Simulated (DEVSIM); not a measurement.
System: W/SiO2/p-Si capacitor, at 300 K.

| layer (left to right) | material | thickness (nm) | Na (cm⁻³) |
|---|---|---|---|
| 1 | SiO2 | 4.20 | - |
| 2 | Si | 3600 | 2.5e16 |

Metal gate on the left, work function 4.6 eV. Fixed charge at the semiconductor interface -3e11 cm⁻² (in units of +e); no interface traps.

The device is made up for the run: typed textbook-type constants, with dimensions and the other settings drawn at random. Values at 300 K.

```
parameter      SiO2       Si
-------------  ----  -------
gap (eV)          9    1.124
affinity (eV)   0.9     4.05
permittivity    3.9     11.7
Nc (cm⁻³)         -  2.86e19
Nv (cm⁻³)         -   3.1e19
```

Simulated with DEVSIM: 1D Poisson equation in equilibrium, Boltzmann statistics, complete ionisation; no quantum confinement or tunnelling. Metal contacts follow the ideal Schottky-Mott rule: no Fermi-level pinning, no interface dipoles.

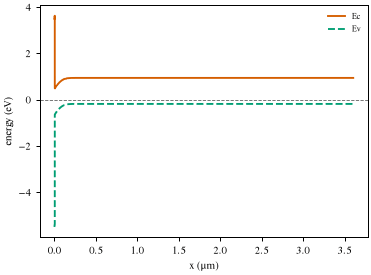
Figure: Band edges at 0.2 V on the gate

Energies count from the Fermi level of the right contact; mesh points crowd at the junctions.

```tsv
x (μm)	Ec (eV)	Ev (eV)	n (cm⁻³)	p (cm⁻³)	field (V/cm)
0.000	3.500	-5.500	< 1e2	< 1e2	310000
0.001031	3.532	-5.468	< 1e2	< 1e2	310000
0.002440	3.576	-5.424	< 1e2	< 1e2	310000
0.003672	3.615	-5.385	< 1e2	< 1e2	310000
0.005104	0.487	-0.637	1.9e11	6.1e8	58000
0.007390	0.500	-0.624	1.2e11	1.0e9	57000
0.01252	0.528	-0.596	3.8e10	3.0e9	55000
0.02837	0.610	-0.514	1.6e9	7.1e10	49000
0.05826	0.738	-0.386	1.2e7	1.0e13	37000
0.1194	0.892	-0.232	29000	4.0e15	14000
0.2482	0.939	-0.185	4700	2.5e16	170
0.6805	0.940	-0.184	4600	2.5e16	≈ 0
1.480	0.940	-0.184	4600	2.5e16	≈ 0
2.558	0.940	-0.184	4600	2.5e16	≈ 0
3.226	0.940	-0.184	4600	2.5e16	≈ 0
3.425	0.940	-0.184	4600	2.5e16	≈ 0
3.520	0.940	-0.184	4600	2.5e16	≈ 0
3.566	0.940	-0.184	4600	2.5e16	≈ 0
3.591	0.940	-0.184	4600	2.5e16	≈ 0
3.599	0.940	-0.184	4600	2.5e16	≈ 0
3.602	0.940	-0.184	4600	2.5e16	≈ 0
3.604	0.940	-0.184	4600	2.5e16	≈ 0
```
